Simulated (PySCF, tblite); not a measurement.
**C₅H₇S radical: geometry, infrared bands and EPR parameters**

What infrared bands and EPR parameters should C₅H₇S radical (`C#CCS[CH]C`) show?

The runs use tblite 0.8.0 and PySCF 2.14.0, with density-fitted response routines of our own; the level of theory stands in each step. All values are computed, except where a source is named. Atoms are numbered from 0 throughout.

**1. Starting geometry**

13 atoms, charge 0, multiplicity 2; geometry from: force field or distance geometry start.

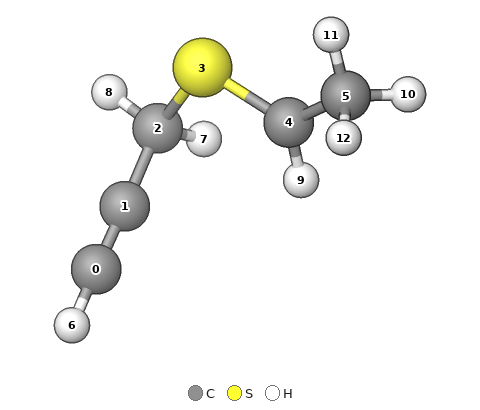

As it starts; carbon grey, sulfur yellow, hydrogen white, atoms numbered.

**2. Relaxing the molecule with GFN2-xTB**

The job: settings as JSON, then the geometry in Å.

```
{"job": {"kind": "relax", "xc": "GFN2-xTB", "basis": "xTB"}, "charge": 0, "multiplicity": 2}
C      2.328600    -0.474500    -1.991800
C      1.881600    -0.732400    -0.912100
C      1.368900    -1.069900     0.431800
S      0.381700     0.295400     1.142700
C     -1.032800     0.256900     0.165700
C     -2.148600     1.223000     0.376900
H      2.705700    -0.225800    -2.958300
H      0.752600    -1.967900     0.392000
H      2.196300    -1.275300     1.111400
H     -1.108200    -0.435100    -0.669500
H     -3.095100     0.681900     0.457100
H     -2.016900     1.810400     1.293600
H     -2.218300     1.913700    -0.457800
```

Command:

```sh
$ OMP_NUM_THREADS=1 python probes_run.py task.json out
```

The driver reads the jobs from task.json and runs them one after another.

The program printed:

```text
step      E/eV     max force
  0    -472.56162    1.151
  1    -472.56957    2.465
  2    -472.59920    0.374
  3    -472.60648    0.285
  4    -472.61232    0.166
  5    -472.61632    0.150
  6    -472.61930    0.134
  7    -472.62087    0.126
  8    -472.62193    0.090
  9    -472.62296    0.094
 10    -472.62419    0.120
 11    -472.62572    0.167
 12    -472.62737    0.166
 13    -472.62881    0.096
 14    -472.62988    0.096
 15    -472.63085    0.102
 16    -472.63216    0.164
 17    -472.63367    0.162
 18    -472.63473    0.083
 19    -472.63522    0.055
 20    -472.63545    0.042
 21    -472.63566    0.055
 22    -472.63589    0.048
 23    -472.63611    0.038
 24    -472.63632    0.041
 25    -472.63658    0.049
 26    -472.63692    0.063
 27    -472.63730    0.056
 28    -472.63761    0.044
 29    -472.63783    0.043
 30    -472.63802    0.052
 31    -472.63828    0.047
 32    -472.63870    0.059
 33    -472.63936    0.075
 34    -472.64028    0.095
 35    -472.64145    0.120
 36    -472.64287    0.123
 37    -472.64466    0.126
 38    -472.64613    0.110
 39    -472.64747    0.084
 40    -472.64891    0.087
 41    -472.65042    0.104
 42    -472.65162    0.100
 43    -472.65165    0.163
 44    -472.65291    0.174
 45    -472.65351    0.056
 46    -472.65392    0.054
 47    -472.65464    0.060
 48    -472.65503    0.063
 49    -472.65596    0.072
 50    -472.65677    0.083
 51    -472.65749    0.082
 52    -472.65802    0.069
 53    -472.65856    0.054
 54    -472.65919    0.052
 55    -472.65972    0.055
 56    -472.66040    0.041
 57    -472.66081    0.043
 58    -472.66101    0.042
 59    -472.66115    0.048
 60    -472.66131    0.030
 61    -472.66149    0.020
 62    -472.66154    0.021
 63    -472.66163    0.025
 64    -472.66172    0.031
 65    -472.66185    0.031
 66    -472.66196    0.023
 67    -472.66204    0.032
 68    -472.66210    0.017
 69    -472.66214    0.013
 70    -472.66216    0.011
 71    -472.66218    0.015
 72    -472.66221    0.017
 73    -472.66223    0.015
 74    -472.66226    0.020
 75    -472.66229    0.023
 76    -472.66234    0.022
 77    -472.66239    0.022
 78    -472.66246    0.023
 79    -472.66252    0.022
 80    -472.66260    0.023
 81    -472.66270    0.033
 82    -472.66284    0.036
 83    -472.66295    0.025
 84    -472.66301    0.022
 85    -472.66304    0.018
 86    -472.66306    0.019
 87    -472.66310    0.017
 88    -472.66312    0.013
 89    -472.66314    0.010
 90    -472.66316    0.012
 91    -472.66318    0.013
 92    -472.66321    0.013
 93    -472.66324    0.013
 94    -472.66326    0.012
 95    -472.66328    0.012
 96    -472.66329    0.010
```

It took 0.46 s on 1 thread of Arm Neoverse V1, shared host; peak memory 0.18 GiB.

Relaxation path: (not every step is listed)

| step | energy from step 0 (eV) | largest force (eV/Å) |
| --- | --- | --- |
| 0 | 0.0000 | 1.1513 |
| 1 | -0.0079 | 2.4653 |
| 2 | -0.0376 | 0.3738 |
| 3 | -0.0449 | 0.2850 |
| 4 | -0.0507 | 0.1662 |
| 5 | -0.0547 | 0.1499 |
| 6 | -0.0577 | 0.1345 |
| 7 | -0.0593 | 0.1258 |
| 8 | -0.0603 | 0.0897 |
| 16 | -0.0705 | 0.1638 |
| 24 | -0.0747 | 0.0409 |
| 32 | -0.0771 | 0.0589 |
| 40 | -0.0873 | 0.0866 |
| 48 | -0.0934 | 0.0632 |
| 56 | -0.0988 | 0.0411 |
| 64 | -0.1001 | 0.0308 |
| 72 | -0.1006 | 0.0174 |
| 80 | -0.1010 | 0.0231 |
| 88 | -0.1015 | 0.0131 |
| 91 | -0.1016 | 0.0130 |
| 92 | -0.1016 | 0.0127 |
| 93 | -0.1016 | 0.0131 |
| 94 | -0.1016 | 0.0122 |
| 95 | -0.1017 | 0.0122 |
| 96 | -0.1017 | 0.0098 |

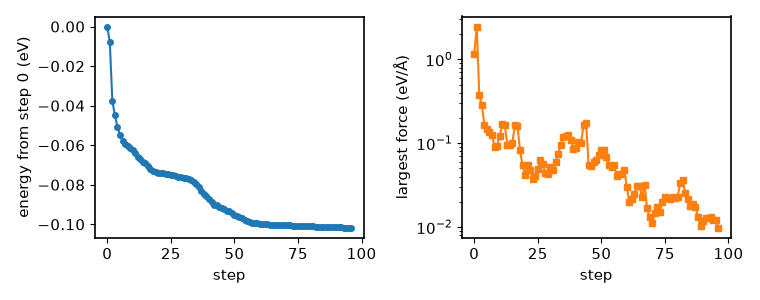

Energy and force, step by step.

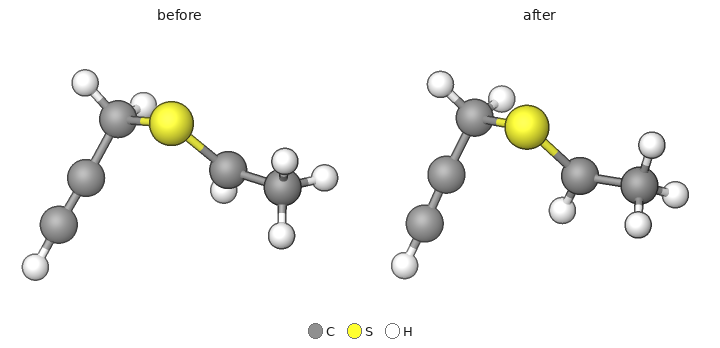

The geometry before (left) and after (right).

Close pairs (by a distance rule), those that changed most:

| bond | before (Å) | after (Å) | change (Å) |
| --- | --- | --- | --- |
| C1–C2 | 1.477 | 1.437 | -0.041 |
| C2–S3 | 1.829 | 1.852 | +0.023 |
| C0–H6 | 1.067 | 1.049 | -0.018 |
| C5–H12 | 1.086 | 1.097 | +0.011 |
| C4–C5 | 1.491 | 1.480 | -0.010 |
| C4–H9 | 1.087 | 1.078 | -0.009 |
| C5–H11 | 1.097 | 1.088 | -0.008 |
| S3–C4 | 1.720 | 1.714 | -0.006 |

The next job starts from the end point, and lists it.

**3. Vibrational analysis with GFN2-xTB**

The job: settings as JSON, then the geometry in Å.

```
{"job": {"kind": "ir", "xc": "GFN2-xTB", "basis": "xTB"}, "charge": 0, "multiplicity": 2}
C      2.123770    -0.628288    -2.002389
C      1.814090    -0.835417    -0.864210
C      1.395007    -1.027465     0.496553
S      0.421007     0.418874     1.120729
C     -0.927168     0.352280     0.064748
C     -2.145148     1.131982     0.381574
H      2.417520    -0.473397    -2.997170
H      0.760956    -1.910423     0.592498
H      2.254357    -1.103562     1.163617
H     -0.715242     0.072367    -0.954569
H     -3.029185     0.611720     0.008902
H     -2.240204     1.267968     1.457202
H     -2.134149     2.123847    -0.085784
```

The program printed:

```text
mode    cm-1     km/mol
  1      56.8      1.72
  2      79.2      1.63
  3     124.0      1.67
  4     147.3      1.75
  5     197.8      0.88
  6     289.4      1.21
  7     326.8      1.34
  8     430.9      3.46
  9     532.5     22.66
 10     620.2     21.36
 11     638.2     23.28
 12     699.2      4.87
 13     772.8      4.19
 14     864.8      4.46
 15    1003.4      2.66
 16    1006.9      2.73
 17    1031.5      1.85
 18    1104.6      2.98
 19    1140.3      2.67
 20    1186.6      2.51
 21    1254.1     44.51
 22    1396.4      2.78
 23    1399.5      2.83
 24    1464.3      4.39
 25    1481.0      2.98
 26    2282.5      7.39
 27    2895.3     33.69
 28    2960.1      7.21
 29    2981.0     29.91
 30    2983.5      5.45
 31    3027.9     15.64
 32    3071.2     20.08
 33    3400.0      7.15
```

It took 0.31 s on 1 thread of Arm Neoverse V1, shared host; peak memory 0.18 GiB.

The strongest bands and the atoms that carry them (share of the mass-weighted mode):

| cm⁻¹ | km/mol | atoms |
| --- | --- | --- |
| 532 | 22.7 | H9 73 %, C4 15 % |
| 620 | 21.4 | H6 42 %, C2 26 %, S3 19 % |
| 638 | 23.3 | H6 81 %, C0 12 % |
| 1254 | 44.5 | H9 43 %, C4 36 % |
| 2895 | 33.7 | H12 90 % |
| 2981 | 29.9 | H10 91 % |
| 3028 | 15.6 | H11 92 % |
| 3071 | 20.1 | H9 92 % |

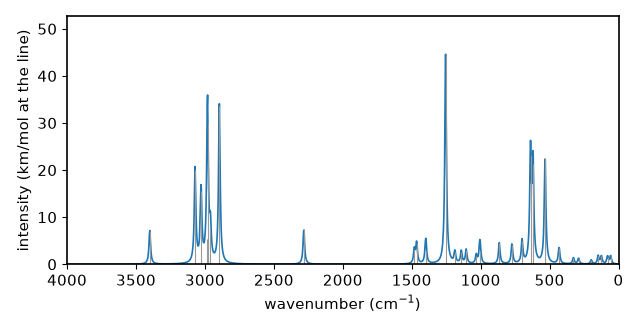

The infrared spectrum from these modes, unscaled. Lines are broadened to a width of 14 cm⁻¹ (Lorentzian).

**4. EPR parameters: B3LYP/pcH-1**

Settings changed since step 3:

```diff
@@ -1,2 +1,2 @@
-{"job": {"kind": "ir", "xc": "GFN2-xTB", "basis": "xTB"}, "charge": 0, "multiplicity": 2}
+{"job": {"kind": "epr", "basis": "pcH-1"}, "charge": 0, "multiplicity": 2}
 C      2.123770    -0.628288    -2.002389
```

Level: UKS B3LYP, pcH-1 on C H S, non-relativistic, mean-field spin-orbit, GIAO.

The program printed:

```text
UKS, coarse grid
  cycle   1  E = -592.77974045  |g| = 3.29e-01
  cycle   2  E = -592.76200769  |g| = 3.66e-01
  cycle   3  E = -592.82729259  |g| = 9.85e-02
  cycle   4  E = -592.83126911  |g| = 5.41e-02
  cycle   5  E = -592.83258150  |g| = 1.87e-02
  cycle   6  E = -592.83275525  |g| = 4.18e-03
  cycle   7  E = -592.83276913  |g| = 1.85e-03
  cycle   8  E = -592.83277244  |g| = 6.62e-04
UKS, final grid
  cycle   1  E = -592.83276013  |g| = 6.28e-04
  cycle   2  E = -592.83276008  |g| = 7.46e-04
  cycle   3  E = -592.83276034  |g| = 1.67e-04
  cycle   4  E = -592.83276035  |g| = 6.26e-05
  cycle   5  E = -592.83276035  |g| = 3.34e-05
  cycle   6  E = -592.83276035  |g| = 7.50e-06
E = -592.83276035 Eh   <S^2> = 0.7545 (exact 0.7500)
g shifts (ppm)      1          2          3
  rmc          -161       -161       -161
  gc             20         30         24
  oz_so        -697       1144       5244
  total        -838       1013       5108
hyperfine (MHz)  atom isotope    a_iso     a_fc   dipolar eigenvalues
    0   13C      -0.15      -0.15     -0.60     -0.17      0.77
    1   13C       5.10       5.10     -0.61     -0.43      1.04
    2   13C      16.26      16.27     -2.21     -1.62      3.82
    3   33S       4.29       4.69    -21.31    -17.55     38.86
    4   13C     122.48     122.22    -71.06    -70.56    141.62
    5   13C     -28.75     -28.77     -2.01     -0.09      2.10
    6    1H       0.19       0.19     -0.73     -0.61      1.34
    7    1H       7.64       7.64     -3.72     -1.91      5.62
    8    1H       0.63       0.62     -2.46     -1.72      4.18
    9    1H     -29.98     -30.07    -32.33     -1.79     34.12
   10    1H      62.04      62.04     -4.57     -4.28      8.86
   11    1H      10.80      10.79     -4.13     -3.78      7.91
   12    1H     118.01     118.01     -4.52     -2.86      7.37
```

It took 49 s on 1 thread of Arm Neoverse V1, shared host; peak memory 0.71 GiB.

Principal g values 2.00148, 2.00333, 2.00743; g(iso) = 2.00408, against 2.00232 for a free electron.

Mean a(iso) over the nuclei that a row names, and the largest dipolar term of the row (other rows stand at the frozen geometry):

| nuclei | isotope | a(iso) (MHz) | a(iso) (G, at g = 2.0023) | largest dipolar term (MHz) |
| --- | --- | --- | --- | --- |
| C4 | 13C | 122.5 | 43.7 | 141.6 |
| H10, H11, H12 | 1H | 63.6 | 22.7 | 8.9 |
| H9 | 1H | -30.0 | -10.7 | 34.1 |
| C5 | 13C | -28.8 | -10.3 | 2.1 |
| C2 | 13C | 16.3 | 5.8 | 3.8 |
| C1 | 13C | 5.1 | 1.8 | 1.0 |
| S3 | 33S | 4.3 | 1.5 | 38.9 |
| H7, H8 | 1H | 4.1 | 1.5 | 5.6 |
| H6 | 1H | 0.2 | 0.1 | 1.3 |
| C0 | 13C | -0.2 | -0.1 | 0.8 |

Mulliken spin populations:

C0 0.00; C1 0.00; C2 0.01; S3 0.15; C4 0.85; C5 -0.07; H6 0.00; H7 0.01; H8 0.00; H9 -0.03; H10 0.02; H11 0.01; H12 0.05

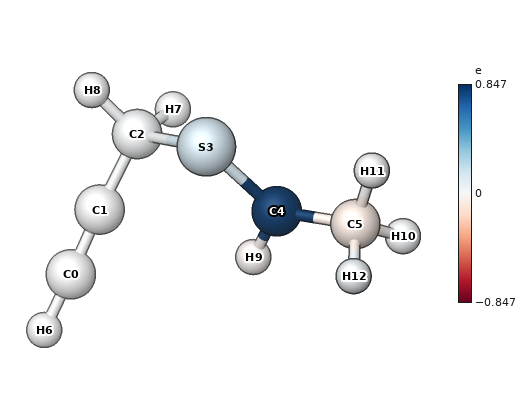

Mulliken spin populations, as colours on the atoms.

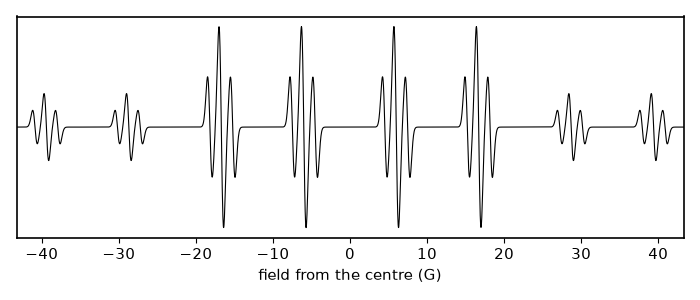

First-order isotropic spectrum (first derivative, main isotopes with spin only, couplings over 0.8 MHz, Gaussian width 0.3 G; couplings of the frozen geometry, rotation of groups not averaged beyond the rows shown).

Orbitals, density, ELF and potential are computed afterwards from the orbital file.

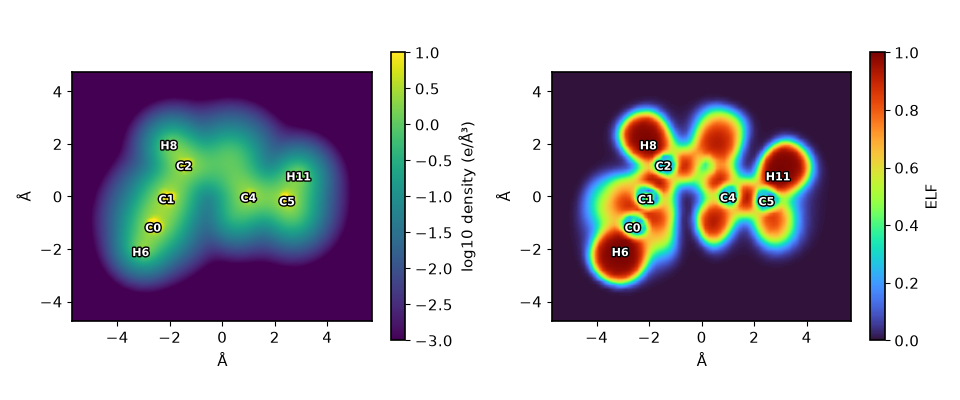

Density (left) and ELF (right) in a plane through or near 8 of the atoms.

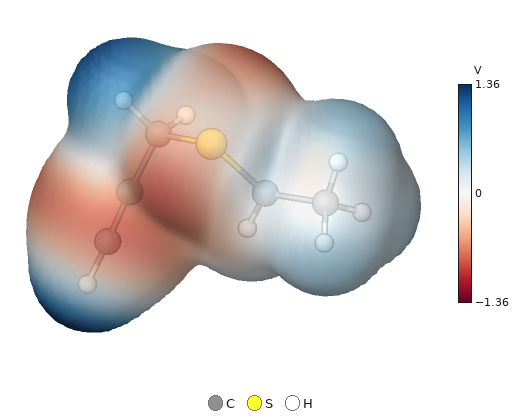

The potential that a unit positive charge feels on the 0.002 e/bohr³ surface, from the 1st to the 99th percentile, from -0.82 V near S3 to 1.36 V near H6.

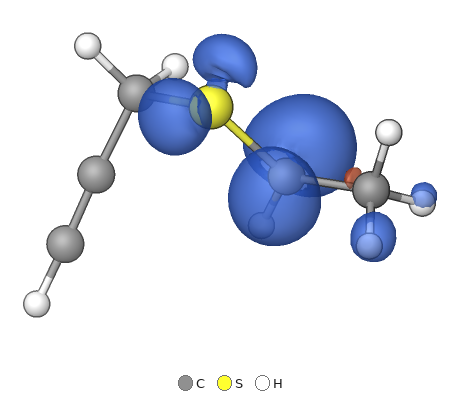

Spin density at ±0.04 e/Å³ (alpha excess blue, beta excess red).

**5. Outcome**

```
                                 quantity                 value
strongest single infrared mode (GFN2-xTB)  1254 cm⁻¹, 45 km/mol
             zero-point energy (GFN2-xTB)         61.3 kcal/mol
                           g(iso) (B3LYP)               2.00408
                                     ⟨S²⟩    0.755 (exact 0.75)
       largest a(iso) (averaged by class)  13C on C4, 122.5 MHz
    surface potential, 1st and 99th percentile    -0.82 V and 1.36 V
```

In words: The optimisation took 96 steps and gained 0.102 eV; among the close pairs (by a distance rule), C1–C2 changed most, from 1.477 to 1.437 Å. No mode is imaginary among the 33: a minimum at this level. The strongest single mode, at 1254 cm⁻¹, moves mainly H9 and C4. GFN2-xTB is a fitted tight-binding method: band positions and strengths are rough. Its intensities can rank the bands wrongly. C4 carries the largest spin population, 0.85 e. The isotropic g lies 1.8 ppt above the free-electron value.
